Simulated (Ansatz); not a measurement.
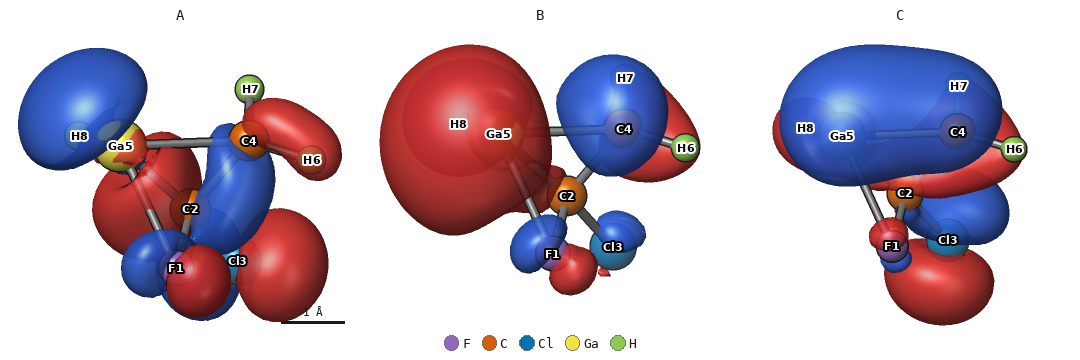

Figure. C2H3ClFGa. Three frontier orbitals at ±0.1 Å⁻³ᐟ² (red and blue are the two phases), in no order.

These are results of Ansatz 0.2.0, SCF B3LYP, Gaussian basis, not measurements.

The calculation's input:

```
crystal:
  periodic: [false, false, false]
  atoms:
    - { symbol: F, position_ang: [0.3996, -0.4922, 1.676] }
    - { symbol: C, position_ang: [0.3459, -0.3415, 0.2857] }
    - { symbol: Cl, position_ang: [1.993, -0.362, -0.3301] }
    - { symbol: C, position_ang: [-0.2692, 0.9591, -0.1274] }
    - { symbol: Ga, position_ang: [-1.2106, -0.839, 0.2468] }
    - { symbol: H, position_ang: [0.252, 1.848, 0.188] }
    - { symbol: H, position_ang: [-0.4681, 0.9661, -1.2193] }
    - { symbol: H, position_ang: [-0.9505, -1.7956, -0.7755] }
basis:
  gaussian:
    orbitals: def2-SVP
hamiltonian:
  xc: b3lyp
output:
  orbitals: {}
```

Launched as:

```sh
python energy.py
```

Which picture is the HOMO−1, the HOMO and the LUMO?

Answer. C is the HOMO−1 (−6.94 eV). It lies mainly on C4 (about 30 %), Ga5 (about 30 %), Cl3 (about 25 %) and C2 (about 5 %). A is the HOMO (−6.21 eV). Its weight (Hirshfeld) is mainly on C2 (about 30 %), Ga5 (about 25 %), Cl3 (about 20 %), F1 (about 10 %), C4 (about 5 %) and H8 (about 5 %). B is the LUMO (−3.45 eV). By Hirshfeld shares it lies mainly on Ga5 (about 55 %), C4 (about 20 %) and H8 (about 10 %).

What is the HOMO–LUMO gap?

Answer. 2.76 eV between the orbital energies.
